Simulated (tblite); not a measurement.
**C2H7BrSi3 (charge +1): frequency calculation**

C2H7BrSi3, charge +1, multiplicity 2, computed with GFN2-xTB harmonic vibrations, gas phase (tblite 0.8.0).

It belongs to a series of runs on one base structure; here: electron removed.

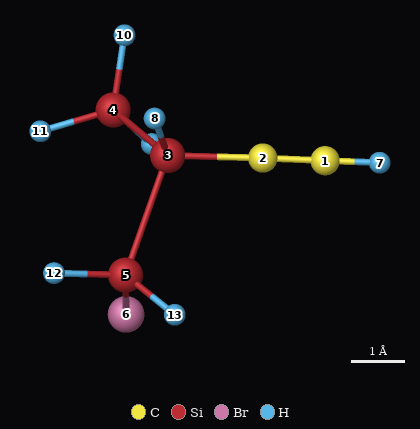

**Figure 1.** The structure (ball-and-stick view, seen at a tilt; atoms are numbered from 1 in the order of the input). Bond lengths as drawn: Br–Si 2.21 Å, C–C 1.21 Å, C–H 1.05 Å, C–Si 1.84 Å, H–Si 1.45 to 1.47 Å and Si–Si 2.44 to 2.47 Å.

Key numbers

```csv
quantity,value
outcome,converged
total energy,−452.4242 eV
zero-point energy,41.9550 kcal/mol
hardware,"1 CPU thread, shared host"
peak memory,0.18 GiB
```

The input
```
{"job": {"kind": "ir", "xc": "GFN2-xTB", "basis": "xTB"}, "charge": 1, "multiplicity": 2}
C     -2.028525     2.203593    -0.497508
C     -1.378800     1.329250     0.023232
Si    -0.365665    -0.003717     0.776199
Si    -0.532956    -2.054962    -0.592866
Si     1.979354     0.625000     0.575565
Br     2.535483     0.219268    -1.521878
H     -2.601957     2.970606    -0.939401
H     -0.769770    -0.076318     2.183135
H     -0.450788    -1.567947    -1.962138
H     -1.827068    -2.583199    -0.182694
H      0.608014    -2.856254    -0.156941
H      2.748786    -0.252686     1.440740
H      2.079504     2.047852     0.836827
```

The first line tells a small driver script what to run in tblite; the rest is the geometry in Å.

Command:
```bash
OMP_NUM_THREADS=1 python <driver script> task.json out
```

The program's output
```
mode    cm-1     km/mol
  1       9.1      6.44
  2      46.0      2.90
  3      47.9      0.37
  4      73.7      1.90
  5      78.3      0.55
  6     123.1      4.57
  7     214.8     83.41
  8     233.1      9.81
  9     245.2     48.18
 10     282.9     13.42
 11     339.8     10.35
 12     341.8     23.20
 13     378.5     12.34
 14     398.6     19.10
 15     434.0      5.24
 16     507.9     21.26
 17     585.7    239.38
 18     611.6    448.76
 19     696.5     15.11
 20     699.8     85.99
 21     708.4    531.08
 22     711.5     91.06
 23     716.0    114.59
 24     718.9     86.16
 25     728.7    181.80
 26    2162.5    108.12
 27    2240.7    196.78
 28    2293.3     63.40
 29    2330.6    120.24
 30    2340.2    137.74
 31    2348.3    236.51
 32    2367.0    150.01
 33    3334.0     35.38
```

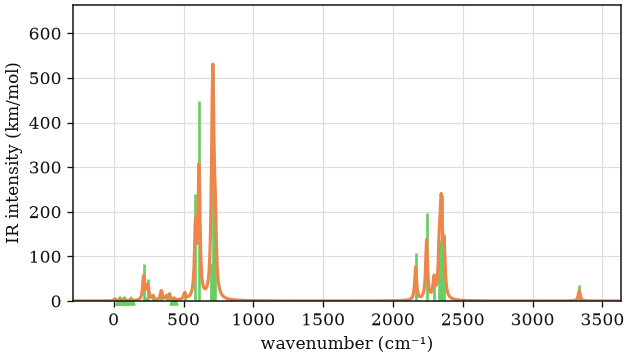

**Figure 2.** Harmonic infrared spectrum, unscaled: sticks (degenerate modes added up, dark ones marked on the axis) with a Lorentzian envelope of 16 cm⁻¹ full width, scaled to the tallest stick. 33 modes from 9 to 3334 cm⁻¹, none imaginary. The strongest line is at 708 cm⁻¹ (531 km/mol).
